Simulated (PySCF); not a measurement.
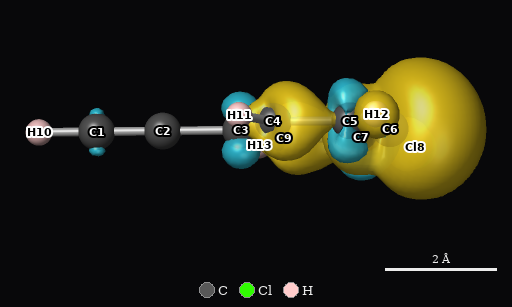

Figure 1: C$_{8}$H$_{4}$Cl (SMILES C#Cc1cc[c]c(Cl)c1) (doublet). Isosurfaces of the spin density at +0.015 (yellow) and −0.015 e/Å³ (cyan), seen from one side.

Geometry: GFN2-xTB.

The calculation used UKS B3LYP, pcH-1 on C Cl H, non-relativistic, mean-field spin-orbit, GIAO in PySCF 2.14.0, density-fitted response routines.

```yaml
atoms:
  - { symbol: C, position_ang: [-2.9069, -1.1005, 0.1589] }
  - { symbol: C, position_ang: [-1.7906, -0.6648, 0.0927] }
  - { symbol: C, position_ang: [-0.4750, -0.1427, 0.0145] }
  - { symbol: C, position_ang: [-0.2820, 1.2006, -0.3049] }
  - { symbol: C, position_ang: [1.0113, 1.7093, -0.3785] }
  - { symbol: C, position_ang: [2.0437, 0.8562, -0.1346] }
  - { symbol: C, position_ang: [1.9017, -0.4643, 0.1804] }
  - { symbol: Cl, position_ang: [3.2579, -1.4960, 0.4813] }
  - { symbol: C, position_ang: [0.6116, -0.9810, 0.2594] }
  - { symbol: H, position_ang: [-3.8817, -1.4840, 0.2179] }
  - { symbol: H, position_ang: [-1.1310, 1.8411, -0.4910] }
  - { symbol: H, position_ang: [1.1784, 2.7470, -0.6219] }
  - { symbol: H, position_ang: [0.4581, -2.0203, 0.5082] }
```

> Where is the unpaired spin?

The unpaired spin (1 electron) lies mostly on C6 (about 0.8), in electrons by Hirshfeld's partition.
